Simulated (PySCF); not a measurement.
Input

```
{"job": {"kind": "nmr", "xc": "PBE", "basis": "pcSseg-1", "pop": false}, "charge": 0, "multiplicity": 1}
C      2.398527     0.156271     0.234463
C      1.077434     0.069948     0.184694
C      0.418486    -1.257333    -0.097337
C     -1.049061    -1.194991    -0.559453
N     -1.442309     0.159486    -0.887200
C     -1.264301     1.016308     0.267154
C      0.228812     1.293981     0.415094
H      3.033205    -0.696651     0.064038
H      2.896658     1.085493     0.453081
H      0.473790    -1.860575     0.814034
H      1.016614    -1.772323    -0.850744
H     -1.183656    -1.811512    -1.451547
H     -1.693680    -1.614613     0.237044
H     -2.406397     0.168449    -1.203388
H     -1.800576     1.954854     0.109859
H     -1.657198     0.548909     1.189455
H      0.517691     2.045038    -0.323920
H      0.435959     1.709262     1.404676
```

Command:

```sh
OMP_NUM_THREADS=1 python ens_run.py task.json out
```

Geometry: GFN2-xTB.

Theory: PySCF, PBE/pcSseg-1, SCF density, gas phase, non-relativistic.

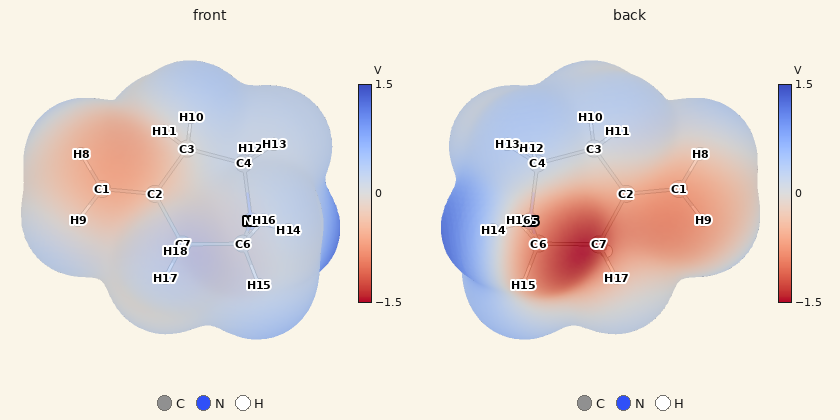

C$_{6}$H$_{11}$N (SMILES C=C1CCNCC1). The molecular electrostatic potential painted on the density surface at 0.001 e/bohr³, seen from the front and from behind; red is negative and blue positive.

Q: Describe the electrostatic potential map.

A: The most negative region (about −1.4 V) lies over N5, the most positive (about +1.1 V) over H14. N5 is the likeliest acceptor of a hydrogen bond.

Q: What dipole moment does the calculation give?

A: Its dipole moment is 1.39 D.
